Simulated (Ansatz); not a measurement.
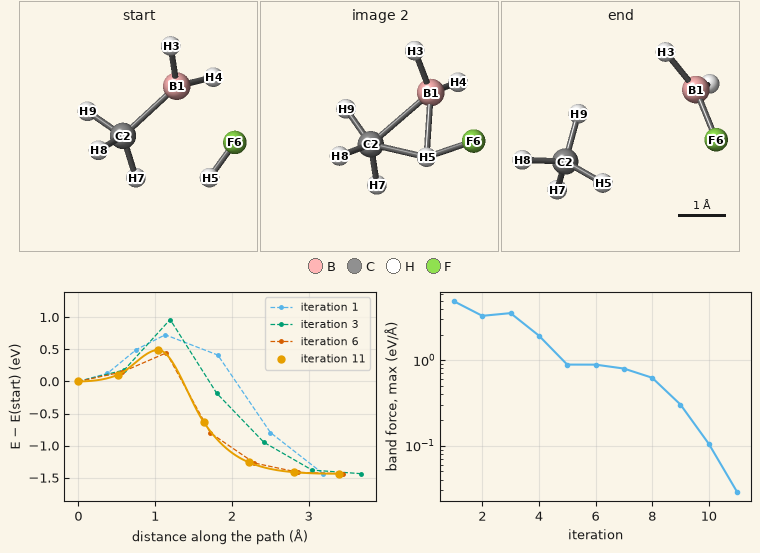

A nudged-elastic-band calculation for CH6BF. Images are numbered from 0 (start) to 6 (end). The plot follows the band through its iterations. A ball-and-stick model, seen at a tilt.

Theory: Ansatz 0.2.0, UKS PBE0-D4/def2-SVP. Settings: 5 movable images; climbing image; force threshold 0.05 eV/Å; iteration limit 60; starting path through a guess of the saddle point.

Q: Did the band converge, and can the barrier be trusted?

A: The result is final at these settings. The band converged in 11 iterations. The largest component of the band force went from 4.9 to 0.029 eV/Å. The climbing image converged on the top of the path. Its vibrational analysis gives one imaginary mode (1090i cm⁻¹), as a transition state must have. The first iteration put the highest image at 0.73 eV. The highest point, image 2, lies 0.49 eV above the start and 1.93 eV above the end; the end is at −1.44 eV relative to the start.

The run took 79 s on 2 threads of Arm Neoverse V2, on a shared host, peak memory 0.17 GiB.
